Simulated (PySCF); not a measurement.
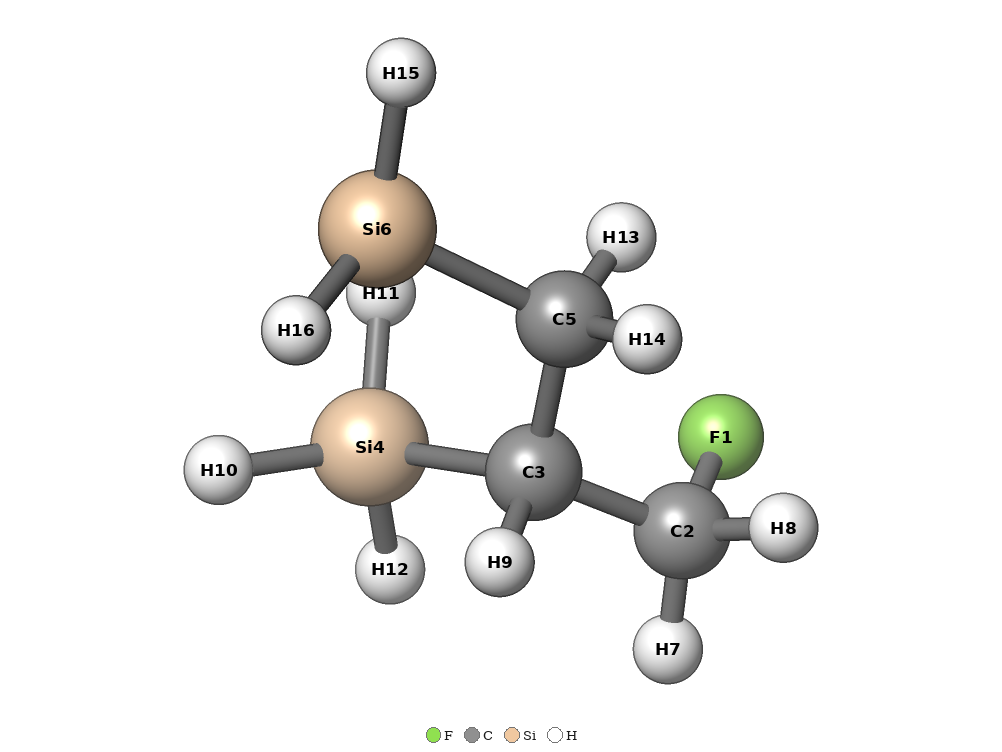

Charge 0, doublet. The computed structure is the end point of a GFN2-xTB optimisation. No frequency run is at hand to confirm it as a minimum. Level of theory: UKS B3LYP, pcH-1 on C F H Si, non-relativistic (PySCF 2.14.0). Fermi-contact and spin-dipolar terms alone, no spin-orbit part.

Which nucleus has the largest dipolar (anisotropic) hyperfine coupling?

Answer. 29Si at Si6: principal values −175.6, 87.7, 87.9 MHz.

List the isotropic and dipolar parts for the most strongly coupled nuclei, one of each equivalent set.

```
atom  isotope  a_iso (MHz)  dipolar part (MHz)
 Si6     29Si       −443.0  −175.6, 87.7, 87.9
 H16       1H         31.8     −10.0, 1.1, 8.9
 H15       1H         28.3      −9.9, 1.1, 8.8
  C5      13C         12.9     −4.0, −3.8, 7.8
 H13       1H          1.7     −4.1, −2.3, 6.4
 H10       1H         20.8     −3.6, −2.0, 5.6
 H11       1H         10.0     −3.1, −1.9, 5.0
 H14       1H         59.5      −4.4, 0.8, 3.6
```

The geometry is semi-empirical. Around Si such bond lengths and angles can be off by a tenth of an ångström or more and by several degrees, and values that hang on the shape move with them.
